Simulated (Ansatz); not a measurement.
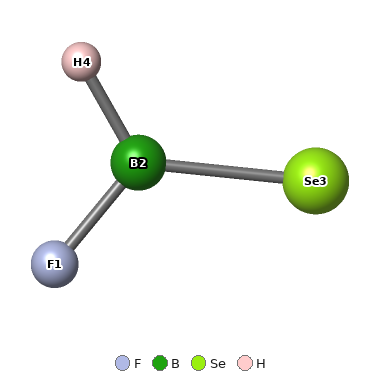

The system is BFHSe, SMILES FB[Se-], charge −1; the picture shows the reference structure. The first coordinate is: bond length F1–B2; the second: bond length B2–Se3. Nothing is relaxed (all other coordinates rigid). Grid: 7 × 7 points. Points are written as (first, second). All energies are given in kcal/mol relative to the relaxed molecule at the same level. The reference is spin-restricted, which grows unreliable where a bond is stretched far. Theory: RKS wB97X-V/def2-SVPD in Ansatz.

Its coordinates:

```xyz
4

F     1.0943   -0.3860   -0.8058
B     0.0355   -0.0940    0.0404
Se   -1.0296    1.4449   -0.1250
H    -0.1002   -0.9650    0.8904
```

Range: bond length F1–B2 from 1.192 to 1.941 Å; bond length B2–Se3 from 1.541 to 2.818 Å.

What will the energy surface look like?

The lowest grid point is at (1.442 Å, 1.966 Å), 3.1 kcal/mol from the relaxed molecule at the same level. The bottom of the well lies between grid points, at about (1.386 Å, 1.875 Å), about 3.2 kcal/mol lower on the interpolated surface. It is the only kind of minimum in the scanned range. The highest grid point, (1.941 Å, 2.818 Å), lies 124 kcal/mol above the lowest. Round the minimum the two coordinates are weakly coupled (coupling 0.12 in units of the two stiffnesses).

```csv
"bond length B2–Se3 ↓, bond length F1–B2 →",1.192,1.317,1.442,1.567,1.692,1.816,1.941
2.818,86,73,77,87,101,114,127
2.605,68,55,58,69,82,95,108
2.392,49,36,38,48,61,74,86
2.179,32,17,18,27,39,51,63
1.966,20,3,3,11,21,33,44
1.754,27,8,5,11,20,30,40
1.541,80,57,52,55,62,70,78
```

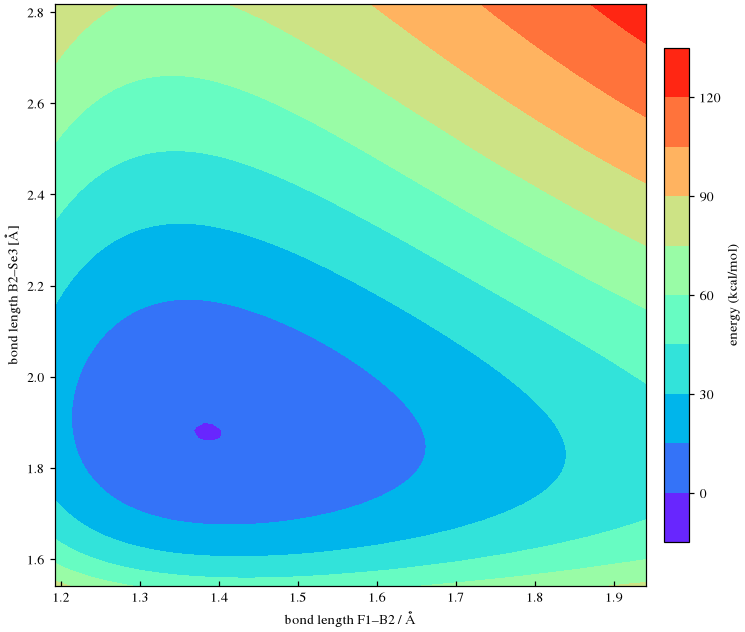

The picture shows filled contours. Between grid points the surface is interpolated.

The whole map (49 points run) took 7.9 min on 1 thread of AMD EPYC 7R43 64-Core Processor (Zen 3), on a shared host.
